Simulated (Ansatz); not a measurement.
**One shape, several levels: BGeSiH4F (SMILES F[SiH]1[BH][GeH2]1)**

Aim: a comparison of 6 runs (HF/STO-3G, PBE-QIDH/def2-SVP, SVWN5/def2-SVP, RPA@PBE/def2-SVP, MP2/def2-SVP, CCSD/def2-SVP) of BGeSiH4F. 

Program for the calculation: Ansatz 0.2.0.

121 further runs of the same task are left out: 121 set aside as unsound or not needed.

## Step 1: The structure to begin with

The species is BGeSiH4F (8 atoms), meant as a singlet with charge 0. SMILES: `F[SiH]1[BH][GeH2]1`. The Si2–B3 distance was set to 2.780 Å, away from the relaxed value. At this shape a bond of the SMILES string is far longer than usual.

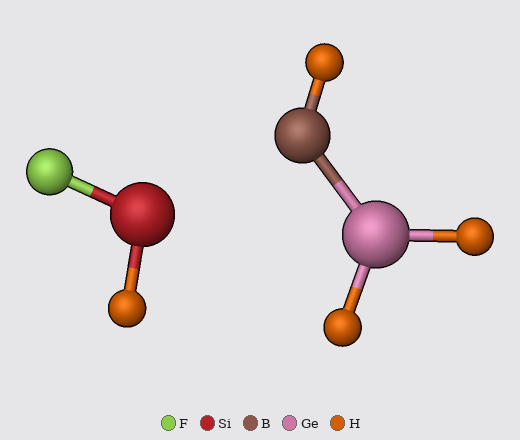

The structure, seen from a chosen angle (fluorine green, silicon red, boron brown, germanium pink, hydrogen orange).

## Step 2: A single-point energy at HF/STO-3G (run 1)

run.yaml

```yaml
crystal:
  periodic: [false, false, false]
  atoms:
    - {symbol: F, position_ang: [-3.229259, -0.407907, 1.804017]}
    - {symbol: Si, position_ang: [-1.681259, -0.463007, 1.431017]}
    - {symbol: B, position_ang: [-0.400100, 0.469700, -0.853200]}
    - {symbol: Ge, position_ang: [1.417000, -0.002300, -0.444500]}
    - {symbol: H, position_ang: [-1.023059, -1.131407, 2.576017]}
    - {symbol: H, position_ang: [-0.786100, 1.014100, -1.834400]}
    - {symbol: H, position_ang: [1.843400, -0.708900, 0.852500]}
    - {symbol: H, position_ang: [2.670300, 0.239800, -1.303100]}
basis:
  gaussian: {orbitals: STO-3G}
hamiltonian: {xc: hf}
accuracy: high
output: {orbitals: {seedname: orbitals}}
```

On the command line:

```bash
$ ansatz run run.yaml --threads 1 --pin off --max-ram 3480MiB --events-out events.jsonl --progress --plain --runs-dir runs
```

The log of the run:

```text
Warning: RAYON_NUM_THREADS=1 ignored (pool sized by the plan → 1); use --threads N
Functional definition: HF
  name "HF"
  exchange = exact_x
  correlation = 0
685 factors; integrals over basis functions are off by at most 6.7e-9 eV
mean field evaluation 1: about -66987.7904 eV, gradient 2.3e1 eV
mean field evaluation 2: about -66987.8367 eV, gradient 2.3e1 eV
mean field evaluation 4: about -66990.8613 eV, gradient 2.6e0 eV
mean field evaluation 8: about -66990.9294 eV, gradient 2.3e-2 eV
mean field -66990.92623625 eV, -2461.8711311013 hartree, gradient 1.1e-8 eV, S^2 0.000000; 0 other end points of the search recorded, 0 dependent functions left out
reference -66990.92623625 eV, -2461.8711311013 hartree; 32, 32 occupied and 9, 9 virtual orbitals, 685 factors
Total energy: -66990.92623625 eV, -2461.8711311013 hartree
```

Wall time 0.26 s (1 thread of AMD EPYC 9R45 (Zen 5), shared host).

## Step 3: A single-point energy at PBE-QIDH/def2-SVP (run 2)

run.yaml: that of step 2 with these lines changed.

```diff
@@ -12,5 +12,6 @@
 basis:
-  gaussian: {orbitals: STO-3G}
-hamiltonian: {xc: hf}
+  gaussian: {orbitals: def2-SVP}
 accuracy: high
+hamiltonian: {xc: {name: PBE-QIDH}}
 output: {orbitals: {seedname: orbitals}}
+correlation: {frozen_orbitals: {B: 1, F: 1, Ge: 9, H: 0, Si: 5}}
```

On the command line:

```bash
$ ansatz run run.yaml --threads 1 --pin off --max-ram 3480MiB --events-out events.jsonl --progress --plain --runs-dir runs
```

The log of the run, shortened:

```text
Warning: RAYON_NUM_THREADS=1 ignored (pool sized by the plan → 1); use --threads N
Functional definition: PBE-QIDH
  name "PBE-QIDH"
[...]
2016 factors; integrals over basis functions are off by at most 4.8e-9 eV
[...]
mean field -67805.16404189 eV, -2491.7938185486 hartree, gradient 5.2e-8 eV, S^2 0.000000; 0 other end points of the search recorded, 0 dependent functions left out
16 core orbitals not correlated: weight in the atoms' cores, before any rotation towards them, 1.000 or more for the frozen orbitals, at most 0.000 for the correlated occupied ones
reference -67805.16404297 eV, -2491.7938185884 hartree; 16, 16 occupied and 66, 66 virtual orbitals, 2016 factors
second order -18.44095172 eV of doubles, -0.00000000 eV of singles
Total energy: -67811.31102688 eV, -2492.0197160804 hartree
```

It took 7.2 s on 1 thread of AMD EPYC 9R45 (Zen 5), shared host; peak memory 0.37 GiB.

Runs 3 to 4 aren't shown in full; the table further down has their settings and results.

## Step 4: A single-point energy at MP2/def2-SVP (run 5)

molecule.yaml

```yaml
basis:
  gaussian:
    orbitals: def2-SVP
crystal:
  periodic: [false, false, false]
  atoms:
    - {symbol: F, position_ang: [-3.229259, -0.407907, 1.804017]}
    - {symbol: Si, position_ang: [-1.681259, -0.463007, 1.431017]}
    - {symbol: B, position_ang: [-0.400100, 0.469700, -0.853200]}
    - {symbol: Ge, position_ang: [1.417000, -0.002300, -0.444500]}
    - {symbol: H, position_ang: [-1.023059, -1.131407, 2.576017]}
    - {symbol: H, position_ang: [-0.786100, 1.014100, -1.834400]}
    - {symbol: H, position_ang: [1.843400, -0.708900, 0.852500]}
    - {symbol: H, position_ang: [2.670300, 0.239800, -1.303100]}
correlation:
  method: mp2
  frozen_orbitals: {B: 1, F: 1, Ge: 9, H: 0, Si: 5}
accuracy: high
```

On the command line:

```bash
$ ansatz run molecule.yaml --threads 1 --pin off --max-ram 3480MiB --events-out events.jsonl --progress --plain --runs-dir runs
```

The log of the run, shortened:

```text
Warning: RAYON_NUM_THREADS=1 ignored (pool sized by the plan → 1); use --threads N
Functional definition: HF
  name "HF"
[...]
2016 factors; integrals over basis functions are off by at most 4.8e-9 eV
[...]
mean field -67760.94058588 eV, -2490.1686365159 hartree, gradient 6.2e-8 eV, S^2 0.000000; 3 other end points of the search recorded, 0 dependent functions left out; unrestricted orbitals would lower it
16 core orbitals not correlated: weight in the atoms' cores, before any rotation towards them, 1.000 or more for the frozen orbitals, at most 0.000 for the correlated occupied ones
reference -67760.94058588 eV, -2490.1686365159 hartree; 16, 16 occupied and 66, 66 virtual orbitals, 2016 factors
second order -16.08070157 eV of doubles, -0.00000000 eV of singles
Total energy: -67777.02128745 eV, -2490.7595913986 hartree
```

Run time: 2.4 s. Hardware: 1 thread of AMD EPYC 9R45 (Zen 5), shared host; peak memory 0.34 GiB.

## Step 5: A single-point energy at CCSD/def2-SVP (run 6)

job.yaml

```yaml
crystal:
  periodic: [false, false, false]
  atoms:
    - symbol: F
      position_ang: [-3.229259, -0.407907, 1.804017]
    - symbol: Si
      position_ang: [-1.681259, -0.463007, 1.431017]
    - symbol: B
      position_ang: [-0.400100, 0.469700, -0.853200]
    - symbol: Ge
      position_ang: [1.417000, -0.002300, -0.444500]
    - symbol: H
      position_ang: [-1.023059, -1.131407, 2.576017]
    - symbol: H
      position_ang: [-0.786100, 1.014100, -1.834400]
    - symbol: H
      position_ang: [1.843400, -0.708900, 0.852500]
    - symbol: H
      position_ang: [2.670300, 0.239800, -1.303100]
basis:
  gaussian: {orbitals: def2-SVP}
magnetization: {spin_polarized: false, initial_magnetization: 0}
correlation: {method: ccsd, frozen_orbitals: {B: 1, F: 1, Ge: 9, H: 0, Si: 5}}
accuracy: high
scf: {omitted_lower_state_checks: [cluster_reference, increment]}
```

On the command line:

```bash
$ ansatz run job.yaml --threads 1 --pin off --max-ram 3480MiB --events-out events.jsonl --progress --plain --runs-dir runs
```

The log of the run:

```text
Warning: RAYON_NUM_THREADS=1 ignored (pool sized by the plan → 1); use --threads N
[... 13 lines left out ...]
16 core orbitals not correlated: weight in the atoms' cores, before any rotation towards them, 1.000 or more for the frozen orbitals, at most 0.000 for the correlated occupied ones
[... 33 lines left out ...]
Total energy: -67778.01483677 eV, -2490.7961036628 hartree
Checks for a lower state left out: cluster_reference, increment
```

Wall time 14 s (1 thread of AMD EPYC 9R45 (Zen 5), shared host); peak memory 0.59 GiB.

## Step 6: Overview of the runs

| run | level | frozen core orbitals | energy (Eh) | wall time |
| --- | --- | --- | --- | --- |
| 1 | HF/STO-3G | – | -2461.871131 | 0.26 s |
| 2 | PBE-QIDH/def2-SVP | 16 | -2492.019716 | 7.2 s |
| 3 | SVWN5/def2-SVP | – | -2487.784829 | 2 s |
| 4 | RPA@PBE/def2-SVP | 16 | -2491.081340 | 8.1 s |
| 5 | MP2/def2-SVP | 16 | -2490.759591 | 2.4 s |
| 6 | CCSD/def2-SVP | 16 | -2490.796104 | 14 s |

## Step 7: Outcome

```
                                           quantity           value
                                run 6: total energy  -2490.79610 Eh
run 6: correlation energy (16 core orbitals frozen)      -627.5 mEh
                               run 6: T1 diagnostic           0.020
```

**Reading.** Over runs 1, 2, 3 the HOMO–LUMO gap runs from 1.16 eV (SVWN5/def2-SVP) to 8.30 eV (HF/STO-3G). The two ends differ in method and basis. Totals of different functionals can't be ranked against each other. In runs 5, 6 the log says that unrestricted orbitals would lower the reference, so the values rest on an unstable closed-shell determinant (other closed-shell runs at this shape may share the fault). In run 1 the basis is minimal, so the values are rough. All runs together took 34 s, the longest 14 s.
